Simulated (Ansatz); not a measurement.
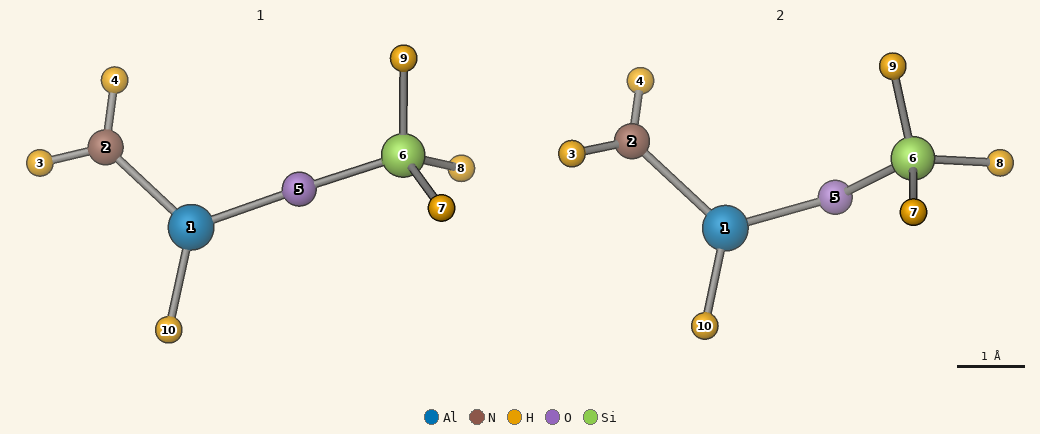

Two geometries of AlSiNH6O, drawn at one scale. One is the start of a relaxation, the other its converged end. The picture is a ball-and-stick view, seen face on.

The calculation used RKS BLYP-D4/cc-pVDZ in Ansatz 0.2.0. (no spin polarisation; force threshold 0.02 eV/Å; at most 40 steps)

Which geometry has the lower energy?

Answer. Structure 1 is the relaxed one. The run prepares the start of a later molecular dynamics calculation, from a guessed geometry. After 15 accepted moves (17 points after the start) the energy has fallen by 45.8 kJ/mol. Largest force component: 2 eV/Å at the start, 0.015 eV/Å at the end. The line search rejected the trial steps at points 8, 11 of the run. The forces were under the threshold at step 9, but the run went on from there. The largest move after the best rigid fit is that of O5, 0.86 Å. By element the largest moves are O 0.86 Å, H 0.83 Å, Al 0.28 Å, N 0.20 Å, Si 0.19 Å. Some distances before and after: Al1–N2 1.920 → 1.792 Å, Si6–H7 1.460 → 1.509 Å, Al1–O5 1.780 → 1.735 Å, N2–H3 1.060 → 1.024 Å. Bond angles that change, for instance: Al1–O5–Si6 125.0° → 174.2°, H3–N2–H4 120.0° → 110.0°, Al1–N2–H4 120.0° → 125.8°.
